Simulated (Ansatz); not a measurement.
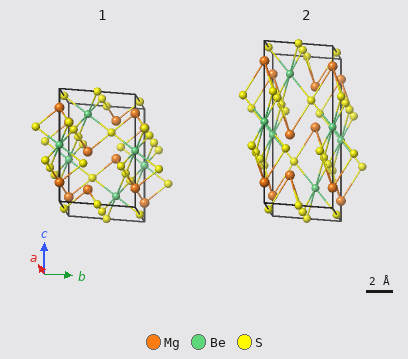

Two geometries of a crystal of Mg₂BeS₃ (built on the Mg2SiNi3-166 type type), drawn at one scale. One is the start of a relaxation, the other its converged end. The picture is a ball-and-stick view of the conventional cell (3 times the calculation's cell), seen from a free direction. Lengths and directions refer to the drawn axes.

All numbers below come from DFT, PBEsol, plane waves, PAW in Ansatz 0.2.0. Set-up: plane-wave cutoff 420 eV; k-point mesh 4 × 4 × 4; occupations fermi dirac; smearing width 0.03 eV; no spin polarisation; cell and atoms relaxed; force threshold 0.01 eV/Å; at most 120 steps.

> Which one is relaxed?

Structure 1 is the relaxed one. The largest moves relative to the cell, 0.39 Å, are those of Mg atoms. S and Be stay in place. The volume changes by −14.1 %, with a = b 5.840 → 6.489 Å (+11.1 %), c 12.941 → 9.005 Å (−30.4 %). Some distances before and after: Mg–S 3.176 → 2.391 Å, Be–S 2.738 → 2.400 Å, S–S 2.920 → 3.245 Å. The space group stays R-3m (No. 166). After 13 accepted moves (15 points after the start) the energy has fallen by 828 meV per atom. Largest force component: 0.12 eV/Å at the start, 0.00026 eV/Å at the end. The pressure goes from −9.57 to 0.00 GPa. The SCF was repeated twice at an unchanged geometry on a basis and grid sized afresh for the cell, which shifted the energy by 0.5 meV per atom at most.
